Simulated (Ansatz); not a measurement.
CH7BGaN

```json
{"atom": "B", "x (Å)": "-0.6527", "y (Å)": "1.8280", "z (Å)": "0.6179"}
{"atom": "N", "x (Å)": "0.2767", "y (Å)": "0.8033", "z (Å)": "0.4210"}
{"atom": "C", "x (Å)": "0.0484", "y (Å)": "-0.6349", "z (Å)": "0.4571"}
{"atom": "Ga", "x (Å)": "0.4067", "y (Å)": "-1.6189", "z (Å)": "-1.2527"}
{"atom": "H", "x (Å)": "-0.2769", "y (Å)": "2.9817", "z (Å)": "0.5222"}
{"atom": "H", "x (Å)": "-1.8075", "y (Å)": "1.5349", "z (Å)": "0.8770"}
{"atom": "H", "x (Å)": "1.2406", "y (Å)": "1.0595", "z (Å)": "0.1895"}
{"atom": "H", "x (Å)": "0.6548", "y (Å)": "-1.1240", "z (Å)": "1.2575"}
{"atom": "H", "x (Å)": "-1.0096", "y (Å)": "-0.8206", "z (Å)": "0.7397"}
{"atom": "H", "x (Å)": "1.1696", "y (Å)": "-0.8792", "z (Å)": "-2.4299"}
{"atom": "H", "x (Å)": "-0.0500", "y (Å)": "-3.1298", "z (Å)": "-1.3992"}
```

These are results of RKS PBE/def2-SVP (Ansatz), not measurements.

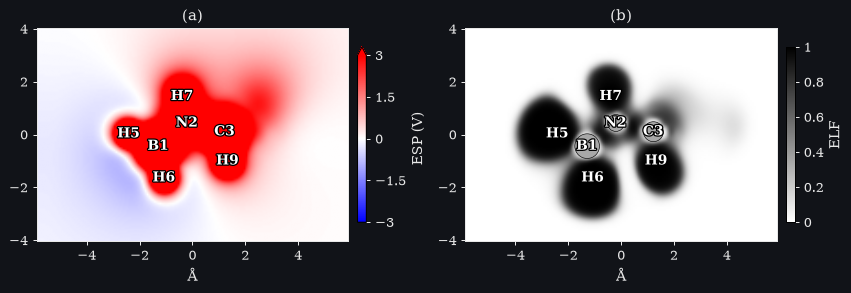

Figure 1. (a) electrostatic potential; (b) electron localisation function on the plane of atoms N2, C3 and H9. Grey discs cover the atomic cores in the ELF map.

Interpret the plot.

Answer.
- Atoms in the plane: B, N, C and H.
- B–N (1.40 Å): the ELF peaks at about 0.90 between the atoms (a polar covalent bond).
- C–N (1.46 Å): the ELF peaks at about 0.95 between the atoms; localised, covalent bonding.
- N–H (1.02 Å): the ELF climbs to about 1 towards the hydrogen, as it does in any bond to H (an ordinary covalent bond to hydrogen).
- C–H (1.11 Å): the ELF climbs to about 1 towards the hydrogen; an ordinary covalent bond to hydrogen.
- B–H (1.22 Å): the ELF climbs to about 1 towards the hydrogen: an ordinary covalent bond to hydrogen.
- Outside the dense part of the molecule the potential is most negative (−0.9 V) near H6.

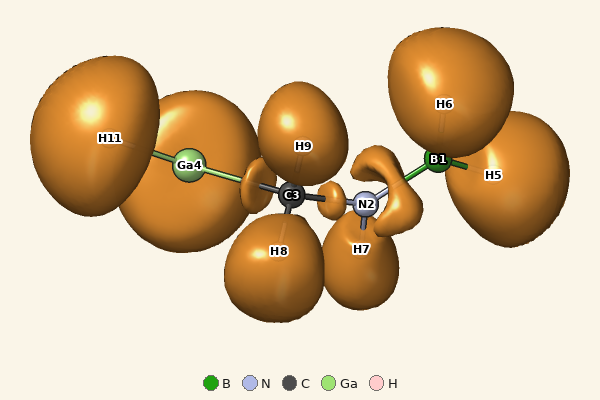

Figure 2. Isosurface of the electron localisation function at 0.85 (orange), seen from one side. Core shells and regions of very low density are left out.

What do the ELF domains correspond to?

Answer. At this value the surface marks out one region between bonded B–N atoms (shared pairs), one region between bonded C–N atoms (shared pairs), seven regions around hydrogen nuclei and one lobe of the valence shell of C pointing towards Ga (polar bonds).

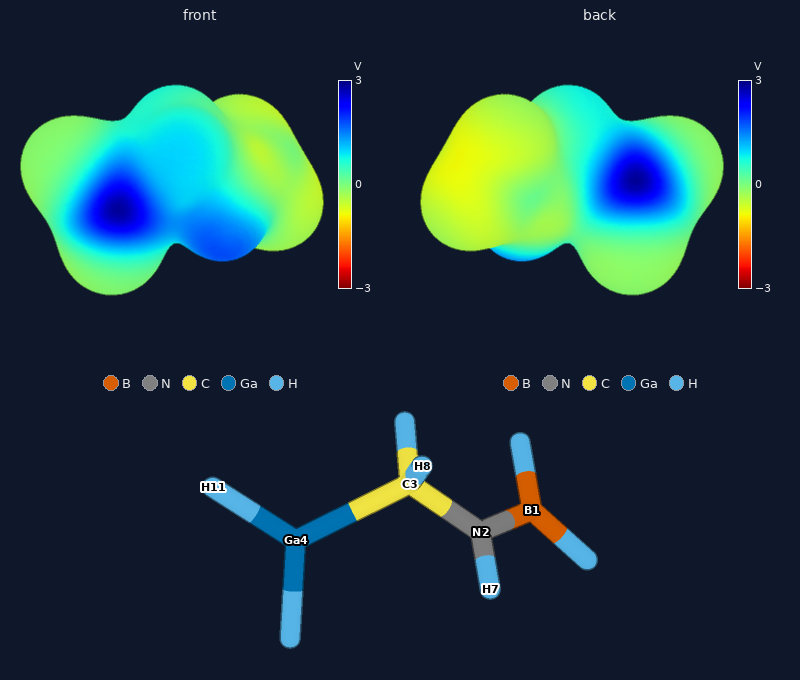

Figure 3. The molecular electrostatic potential painted on the density surface at 0.002 e/bohr³, seen from the front and from behind; red is negative and blue positive. The bare structure is drawn below in the same view.

Where is the surface potential most negative and most positive?

Answer. The most negative region (about −0.8 V, or −18 kcal/mol for a unit charge) lies over H5, the most positive (about +2.8 V, or +65 kcal/mol for a unit charge) over Ga4.
